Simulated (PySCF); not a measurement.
**EPR calculation, with input and output: C6H10FO**

- system: C6H10FO, multiplicity 2
- method: UKS B3LYP, pcH-1 on C F H O, non-relativistic, mean-field spin-orbit, GIAO (PySCF 2.14.0)

It belongs to a series of runs on one base structure; here: H removed from sp3 C.

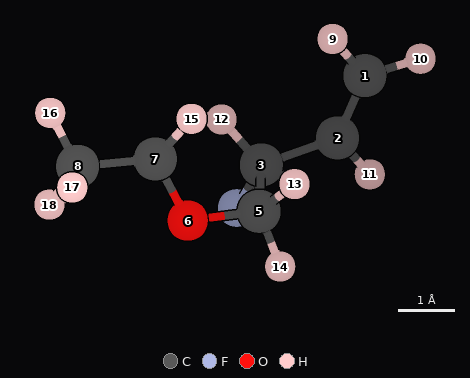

**Figure 1.** The structure as given in the input (ball-and-stick view, seen at a tilt; atoms are numbered from 1 in the order of the input).

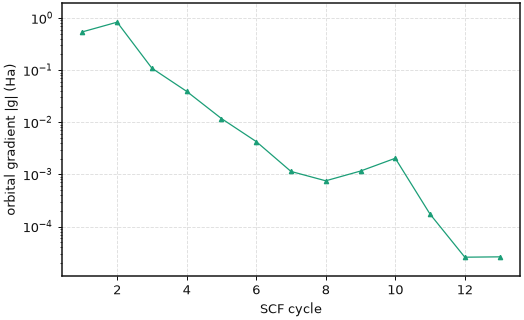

**Figure 2.** Convergence of the self-consistent field: orbital gradient |g| against the SCF cycle. All cycles printed in the log are drawn one after another.

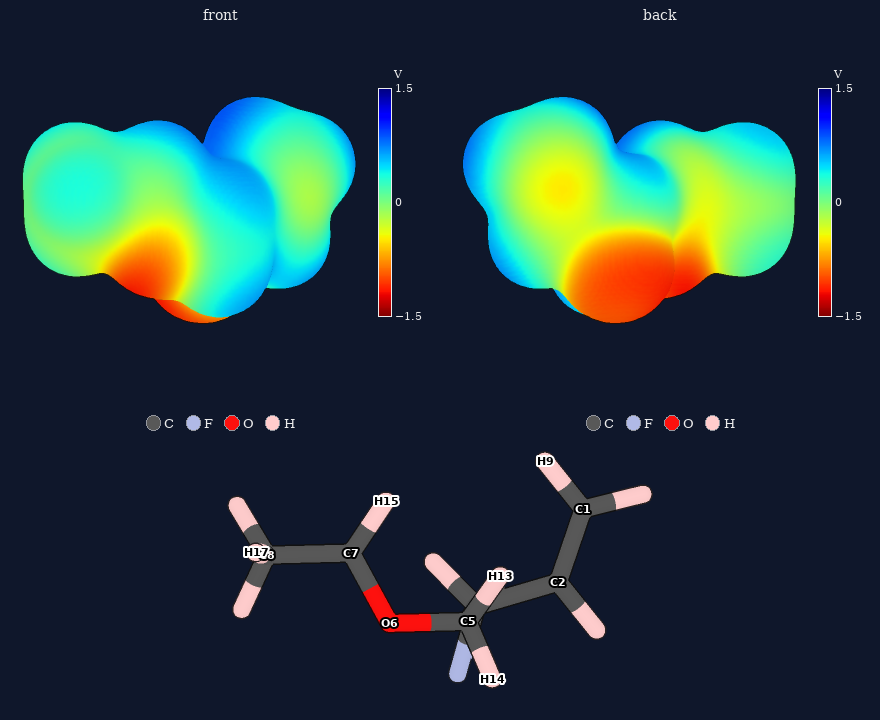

**Figure 3.** The electrostatic potential painted on the density surface at 0.001 e/bohr³, seen at a tilt and from behind; red is negative and blue positive. The bare structure is drawn below in the same view. A positive charge is drawn to the negative regions and a negative charge to the positive ones.

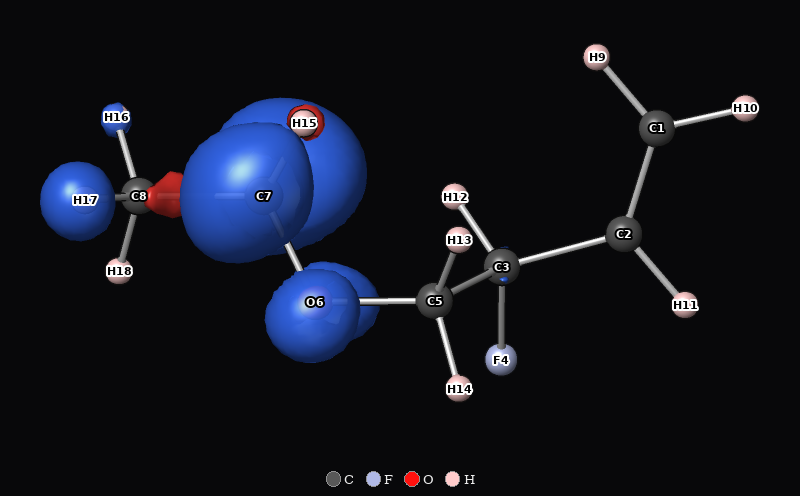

**Figure 4.** Isosurfaces of the spin density (α minus β) at +0.03 (blue) and −0.03 e/Å³ (red), seen face on. The unpaired spin (1 electron) lies mostly on C7 (about 0.6) and O6 (about 0.2), in electrons by Hirshfeld's partition.

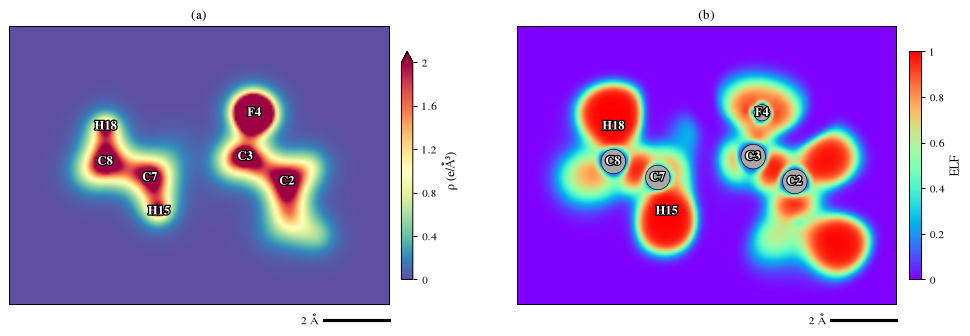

**Figure 5.** (a) total electron density; (b) electron localisation function on the plane of atoms C2, C3 and F4. Grey discs, where drawn, cover atomic cores. The plane passes through C, F and H nuclei. C–F (1.38 Å): ρ at the midpoint is about 2.1 e/Å³, with its minimum of 1.6 e/Å³ about 0.5 Å from C; the ELF peaks at about 0.85 between the atoms, which marks a shared but strongly polarised pair. C–C (1.48 Å): ρ at the midpoint is about 1.8 e/Å³; the ELF peaks at about 0.95 between the atoms, as expected for localised, shared-pair bonding.

The input and output of the run follow.

Input:
```
{"job": {"kind": "epr", "basis": "pcH-1"}, "charge": 0, "multiplicity": 2}
C     -2.801203     0.231338     1.061871
C     -2.443221     0.109379    -0.203766
C     -1.092396    -0.353895    -0.645107
F     -1.196337    -0.966750    -1.877521
C     -0.098078     0.824318    -0.763160
O      1.230142     0.399896    -0.822265
C      1.748367    -0.108166     0.340389
C      3.115934    -0.665776     0.263393
H     -2.134632    -0.029228     1.867638
H     -3.773965     0.594923     1.341797
H     -3.116070     0.363877    -1.009918
H     -0.664024    -1.100848     0.037821
H     -0.259627     1.492285     0.095317
H     -0.291261     1.363797    -1.692955
H      1.353375     0.282725     1.268567
H      3.257500    -1.421398     1.034872
H      3.887501     0.101235     0.407708
H      3.269237    -1.111391    -0.716337
```

The first line tells a small driver script what to run in PySCF; the rest is the geometry in Å.

Run as:
```bash
OMP_NUM_THREADS=1 python <driver script> task.json out
```

Output:
```
UKS, coarse grid
  cycle   1  E = -409.55112629  |g| = 5.43e-01
  cycle   2  E = -409.42397509  |g| = 8.33e-01
  cycle   3  E = -409.65429435  |g| = 1.09e-01
  cycle   4  E = -409.65849086  |g| = 3.92e-02
  cycle   5  E = -409.65911911  |g| = 1.18e-02
  cycle   6  E = -409.65916719  |g| = 4.27e-03
  cycle   7  E = -409.65917570  |g| = 1.14e-03
  cycle   8  E = -409.65917594  |g| = 7.54e-04
UKS, final grid
  cycle   1  E = -409.65913929  |g| = 1.16e-03
  cycle   2  E = -409.65913790  |g| = 2.04e-03
  cycle   3  E = -409.65913995  |g| = 1.73e-04
  cycle   4  E = -409.65913997  |g| = 2.58e-05
  cycle   5  E = -409.65913997  |g| = 2.62e-05
E = -409.65913997 Eh   <S^2> = 0.7534 (exact 0.7500)
g shifts (ppm)      1          2          3
  rmc          -183       -183       -183
  gc              1         47         51
  oz_so         -24       1297       1990
  total        -206       1161       1857
hyperfine (MHz)  atom isotope    a_iso     a_fc   dipolar eigenvalues
    0   13C       1.21       1.21     -1.13     -0.54      1.67
    1   13C      -1.81      -1.81     -0.97      0.17      0.80
    2   13C      -1.93      -1.93     -3.01     -1.15      4.16
    3   19F       7.36       7.36     -6.61     -1.55      8.16
    4   13C      -1.67      -1.67     -2.05     -0.97      3.02
    5   17O     -19.01     -19.01    -59.12     28.29     30.83
    6   13C     138.90     138.90    -76.16    -74.77    150.93
    7   13C     -25.00     -25.00     -1.97     -0.90      2.87
    8    1H      -0.82      -0.82     -1.03     -0.72      1.76
    9    1H      -0.86      -0.86     -0.89     -0.40      1.30
   10    1H       0.41       0.41     -0.70     -0.63      1.34
   11    1H      -3.33      -3.33     -6.51     -3.67     10.17
   12    1H       9.46       9.46     -3.63     -3.33      6.95
   13    1H      -0.94      -0.94     -3.23     -2.54      5.77
   14    1H     -34.63     -34.63    -34.69     -1.05     35.75
   15    1H      43.01      43.01     -5.15     -4.63      9.78
   16    1H     131.20     131.20     -4.61     -2.87      7.48
   17    1H      19.54      19.54     -4.85     -4.24      9.09
```

Results in brief:

| quantity | value |
| --- | --- |
| outcome | converged |
| total energy | −409.659140 hartree |
| ⟨S²⟩ | 0.753 |
| isotropic g | 2.0033 |
| hardware | 1 CPU thread, shared host |
| wall time | 2.1 min |
| peak memory | 0.97 GiB |
